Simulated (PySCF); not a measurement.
## A study: C2H3F, SMILES `FC=C`

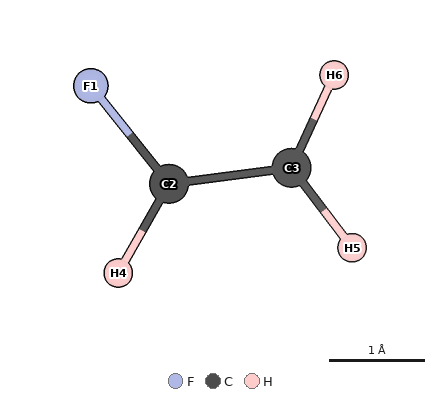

The molecule, with its atoms numbered as below. No frequency check shows the geometry to be a minimum.

Geometry (Å), atoms numbered from 1:

```
F1       1.1495   -0.2251    0.0000
C2      -0.0191    0.4342    0.0000
C3      -1.1733   -0.1949    0.0000
H4       0.1292    1.5046    0.0000
H5      -2.0946    0.3549    0.0000
H6      -1.2257   -1.2691    0.0000
```

## 1. Bonding charge

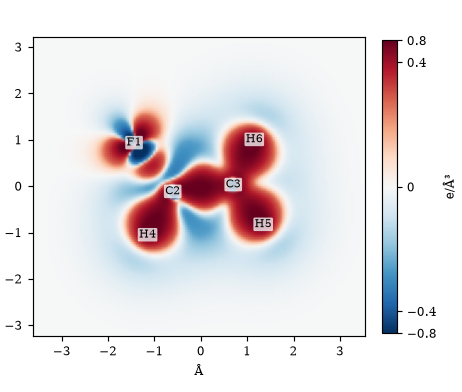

Deformation density (molecule less spherical, spin-averaged free atoms) in the molecular plane; colour scale in e/Å³, logarithmic beyond ±0.1; red: gain, blue: loss.

Level of theory: ωB97X/def2-TZVP (PySCF), at a geometry from GFN2-xTB.

Q: Describe the bonding that the map shows.

A: C2–H4: +0.86 e/Å³ at the bond critical point (bond length 1.08 Å, Mayer order 1.0). C2–C3: +0.83 e/Å³ at the bond critical point (bond length 1.31 Å, Mayer order 1.9). C3–H5: +0.77 e/Å³ at the bond critical point (bond length 1.07 Å, Mayer order 1.0). C3–H6: +0.77 e/Å³ at the bond critical point (bond length 1.07 Å, Mayer order 1.0). F1–C2: 0.00 e/Å³ at the bond critical point (bond length 1.34 Å, Mayer order 1.0); up to 0.6 Å beside the axis the gain reaches +0.30 e/Å³. In all, 1.4 electrons gather in the regions of gain relative to the promolecule. A small or negative value marks a very polar bond, one between electron-rich atoms, whose free-atom densities already overlap strongly, a long bond to a heavier atom, or a closed-shell contact such as a hydrogen bond.

Q: Where do the Hirshfeld charges lie?

A: The highest Hirshfeld charge is on H4 (+0.07 e), the lowest on C3 (−0.14 e).

## 2. Bond critical points

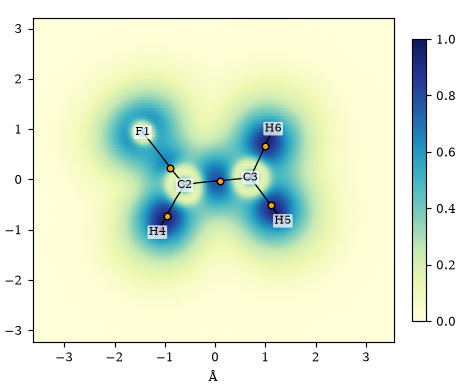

Localised orbital locator (LOL) in the molecular plane, with bond paths and bond critical points (dots).

Q: What values does LOL take at the bond critical points in this plane?

A: C2–H4: about 0.92; C3–H6: about 0.90; C3–H5: about 0.90; C2–C3: about 0.77; F1–C2: about 0.44. Values above 0.5 mark slow, localised electrons, as in shared pairs; low values at a critical point mark a polar or closed-shell contact whose critical point lies between the shells.

Q: Where along F1–C2 does the critical point lie?

A: 0.90 Å from F1 and 0.44 Å from C2.

## 3. Electrostatic potential

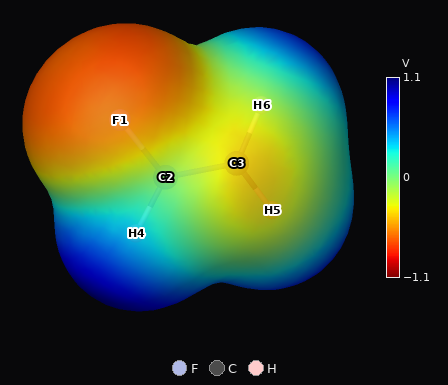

Electrostatic potential on the surface of electron density 0.001 a.u.

Q: Where are the extremes of the potential on the surface?

A: Highest: 1.02 V, 1.3 Å from H4. Further maxima include 0.88 V, 1.3 Å from H5; 0.73 V, 1.3 Å from H6. Lowest: −0.72 V, 1.6 Å from F1, and at like points elsewhere. Further minima include −0.43 V, off the molecular plane, over C3 (2.1 Å), and at like points elsewhere. The surface is sampled at points, so like sites can differ by a few per cent and only the strongest of them is named.

Q: What volume does the surface enclose, and what is the dipole moment?

A: About 62 Å³; the dipole moment is 1.4 D.

## 4. In an electric field

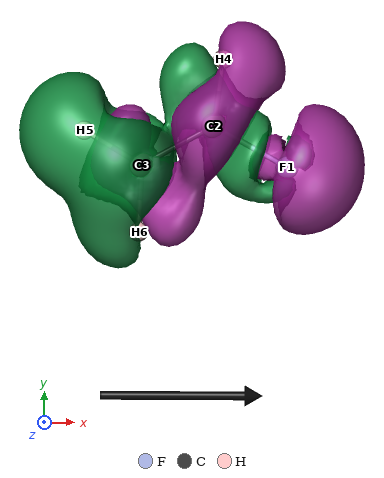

Change of the electron density in a uniform field of 0.21 V/Å along +x (arrow), surfaces at ±0.001 e/Å³ (green: gain, purple: loss).

PySCF calculation, ωB97X/def2-TZVP, gas phase; geometry: GFN2-xTB. A basis without diffuse functions makes polarisabilities too small.

Q: What dipole is induced, and what polarisability does it imply?

A: The induced dipole is 0.34 D (along the field); α along this axis, from the fields in both directions, is 33 bohr³ (4.8 Å³).

Q: Which atoms gain and lose the most charge?

A: Electrons gather most on C3 (Hirshfeld charge changes by −0.009 e) and leave F1 most (+0.011 e); 0.034 electrons are displaced in all.

## 5. Removing or adding an electron

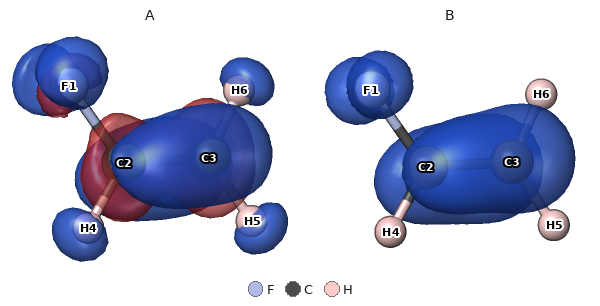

The Fukui function f⁻ from two separate SCF calculations and the density of the HOMO, at ±0.04 e/Å³ (blue positive, red negative).

Computed with PySCF, ωB97X/def2-TZVP, geometry: GFN2-xTB.

Q: Which panel is which, and how good is the frozen-orbital picture?

A: A is f⁻ (it has negative regions), B the HOMO density. The HOMO lies on C3 (43 %), C2 (32 %) and F1 (15 %); f⁻ (Hirshfeld-condensed) is largest on C3 (0.30), C2 (0.25) and F1 (0.17); the vertical ionisation energy is 10.40 eV. Relaxation shifts 20 % of the electron between atoms. The orbital energy is −10.19 eV.

The PySCF runs shown took 10 s, 19 s and 65 s on 1 thread of Intel(R) Xeon(R) Platinum 8259CL CPU @ 2.50GHz (Skylake/Cascade Lake), with other jobs on the host.
